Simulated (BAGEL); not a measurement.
# A workflow on SnSiH6 (SMILES [SiH3][SnH3])

We compute a single-point energy (HF/x2c-SVPall), then the energy (NEVPT2(2,2)/x2c-SVPall) of SnSiH6. 

Program for the calculation: BAGEL 1.2.2.

## (1) The molecule

SnSiH6: 8 atoms, total charge 0, spin state singlet. SMILES: `[SiH3][SnH3]`. One bond was lengthened or shortened from a relaxed shape.

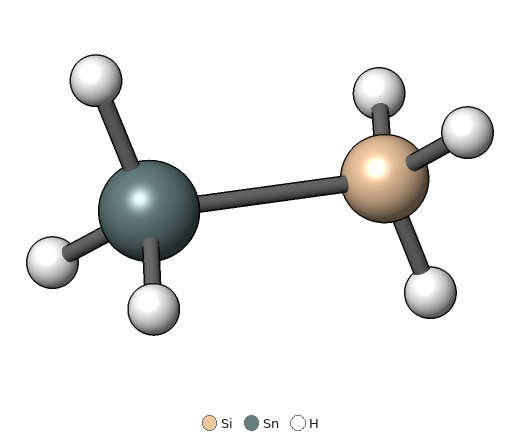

The structure, seen from a chosen angle (silicon light orange, tin teal, hydrogen white).

## (2) A single-point energy at HF/x2c-SVPall (DKH2, density fitting with AutoAux) (run 1)

Contents of input.json:

```json
{ "bagel" : [

{
  "title" : "molecule",
  "basis" : "x2c-svpall.json",
  "df_basis" : "x2c-svpall-autoaux.json",
  "dkh" : true,
  "geometry" : [
    { "atom" : "Si", "xyz" : [    -1.52491450,     0.30029071,    -2.80918749 ] },
    { "atom" : "Sn", "xyz" : [     1.15594547,    -0.24453056,     2.03617990 ] },
    { "atom" : "H", "xyz" : [    -4.26218279,     0.74229765,    -2.35640911 ] },
    { "atom" : "H", "xyz" : [    -1.22841647,    -2.03030852,    -4.34969223 ] },
    { "atom" : "H", "xyz" : [    -0.48499821,     2.47555445,    -4.25142647 ] },
    { "atom" : "H", "xyz" : [     0.85113265,     2.42999882,     3.81592396 ] },
    { "atom" : "H", "xyz" : [     4.30139460,    -0.77611052,     1.55052029 ] },
    { "atom" : "H", "xyz" : [    -0.03250329,    -2.72044973,     3.73031937 ] }
  ]
},

{ "title" : "hf" },

{ "title" : "print", "file" : "orbitals.molden", "orbitals" : true }

]}
```

The basis set x2c-SVPall is read from a file made from the Basis Set Exchange's data (not shown).

Run with:

```console
$ BAGEL_NUM_THREADS=1 BAGEL input.json > input.out
```

The log of the run:

```text
* using 1 threads per process

  ===============================================================
  ===============================================================

  *** Geometry ***

  { "atom" : "Si", "xyz" : [     -1.524914,      0.300291,     -2.809187 ] },
  { "atom" : "Sn", "xyz" : [      1.155945,     -0.244531,      2.036180 ] },
  { "atom" : "H", "xyz" : [     -4.262183,      0.742298,     -2.356409 ] },
  { "atom" : "H", "xyz" : [     -1.228416,     -2.030309,     -4.349692 ] },
  { "atom" : "H", "xyz" : [     -0.484998,      2.475554,     -4.251426 ] },
  { "atom" : "H", "xyz" : [      0.851133,      2.429999,      3.815924 ] },
  { "atom" : "H", "xyz" : [      4.301395,     -0.776111,      1.550520 ] },
  { "atom" : "H", "xyz" : [     -0.032503,     -2.720450,      3.730319 ] },

  Number of auxiliary basis functions:      646

  Since a DF basis is specified, we compute 2- and 3-index integrals:
    o Being stored without compression. Storage requirement is 0.036 GB

  Number of basis functions:       84
  Number of electrons      :       70

    * METHOD: MOLECULE                             0.39

  *** RHF ***

  === Nuclear Repulsion ===
   216.5154882580

      * DIIS with orbital gradients will be used.

  === RHF iteration (x2c-svpall.json) ===
      0      -6464.33787866          0.00593727           0.15
      1      -6464.37152266          0.00161008           0.15
      2      -6464.37430631          0.00032627           0.15
      3      -6464.37440548          0.00005116           0.15
      4      -6464.37440957          0.00000924           0.15
      5      -6464.37440970          0.00000202           0.15
      6      -6464.37440971          0.00000045           0.15
      7      -6464.37440971          0.00000006           0.15
      8      -6464.37440971          0.00000002           0.15
      9      -6464.37440971          0.00000000           0.15
    * SCF iteration converged.

    * Permanent dipole moment:
           (    0.025880,    -0.004598,     0.047366) a.u.

    * METHOD: HF                                   1.96

    * METHOD: PRINT                                0.02

  ===============================================================
```

Run time: 2.5 s. Hardware: 1 thread of Arm Neoverse V1, shared host; peak memory 0.17 GiB.

## (3) The energy at NEVPT2(2,2)/x2c-SVPall (DKH2, density fitting with AutoAux) (run 2)

Contents of input.json:

```json
{ "bagel" : [

{
  "title" : "molecule",
  "basis" : "x2c-svpall.json",
  "df_basis" : "x2c-svpall-autoaux.json",
  "angstrom" : "false",
  "dkh" : "true",
  "geometry" : [
    { "atom" : "Si", "xyz" : [ -1.52491450,  0.30029071, -2.80918749 ] },
    { "atom" : "Sn", "xyz" : [  1.15594547, -0.24453056,  2.03617990 ] },
    { "atom" : "H", "xyz" : [ -4.26218279,  0.74229765, -2.35640911 ] },
    { "atom" : "H", "xyz" : [ -1.22841647, -2.03030852, -4.34969223 ] },
    { "atom" : "H", "xyz" : [ -0.48499821,  2.47555445, -4.25142647 ] },
    { "atom" : "H", "xyz" : [  0.85113265,  2.42999882,  3.81592396 ] },
    { "atom" : "H", "xyz" : [  4.30139460, -0.77611052,  1.55052029 ] },
    { "atom" : "H", "xyz" : [ -0.03250329, -2.72044973,  3.73031937 ] }
  ]
},
{
  "title" : "hf"
},
{
  "title" : "casscf",
  "nstate" : 1,
  "nact" : 2,
  "nclosed" : 34,
  "active" : [35, 36],
  "maxiter" : 200,
  "natocc" : "true"
},
{
  "title" : "nevpt2",
  "nstate" : 1,
  "nact" : 2,
  "nclosed" : 34,
  "active" : [35, 36],
  "maxiter" : 200,
  "natocc" : "true",
  "ncore" : 23
},
{
  "title" : "print",
  "file" : "orbitals.molden",
  "orbitals" : "true"
}

]}
```

The basis set x2c-SVPall is read from a file made from the Basis Set Exchange's data (not shown).

Run with:

```console
$ BAGEL_NUM_THREADS=1 BAGEL input.json > input.out
```

The log of the run:

```text
* using 1 threads per process

  ===============================================================
  ===============================================================

  *** Geometry ***

  { "atom" : "Si", "xyz" : [     -1.524914,      0.300291,     -2.809187 ] },
  { "atom" : "Sn", "xyz" : [      1.155945,     -0.244531,      2.036180 ] },
  { "atom" : "H", "xyz" : [     -4.262183,      0.742298,     -2.356409 ] },
[... 4 lines of this table left out ...]
  { "atom" : "H", "xyz" : [     -0.032503,     -2.720450,      3.730319 ] },

  Number of auxiliary basis functions:      646

  Since a DF basis is specified, we compute 2- and 3-index integrals:
    o Being stored without compression. Storage requirement is 0.036 GB

  Number of basis functions:       84
  Number of electrons      :       70

    * METHOD: MOLECULE                             0.39

  *** RHF ***

[... 11 lines left out ...]
    * SCF iteration converged.
[... 1 line left out ...]
    * Permanent dipole moment:
[... 27 lines left out ...]
    * Second-order optimization converged. *

     guess   0:   closed 1.                   open ..

  === FCI iteration ===

      0  0     -6464.37413800     4.66e-02      0.00
      1  0     -6464.38761124     1.37e-03      0.00
      2  0 *   -6464.38762961     4.15e-16      0.00

     * ci vector, state   0, <S^2> = 0.0000
       2.     0.9896784427
       .2    -0.1433058970

    * METHOD: CASSCF                               6.47

    * freezing 23 orbitals

  === DF-NEVPT2 calculation ===

    * 3-index integral transformation done
    * assembly done

      NEVPT2 correlation energy:   -0.2480407234      0.12

          (+0)     -0.1633158096
          (+0)'    -0.0391574967
          (+1)     -0.0080453357
          (+1)'    -0.0063630209
          (+2)     -0.0004497813
          (-1)     -0.0245503032
          (-1)'    -0.0013605860
          (-2)     -0.0047983900

      NEVPT2 total energy:       -6464.6356703326

    * METHOD: NEVPT2                               0.34

    * METHOD: PRINT                                0.02

  ===============================================================
```

It took 9.6 s on 1 thread of Arm Neoverse V1, shared host; peak memory 0.18 GiB.

## (4) Outcome

| quantity | value |
| --- | --- |
| run 1, HF/x2c-SVPall: total energy | -6464.37441 Eh |
| run 1, HF/x2c-SVPall: dipole moment | 0.14 D |
| run 1, HF/x2c-SVPall: HOMO energy | -9.59 eV |
| run 1, HF/x2c-SVPall: LUMO energy | 2.37 eV |
| run 1, HF/x2c-SVPall: HOMO–LUMO gap | 11.96 eV |
| run 2, NEVPT2(2,2)/x2c-SVPall: total energy | -6464.63567 Eh |
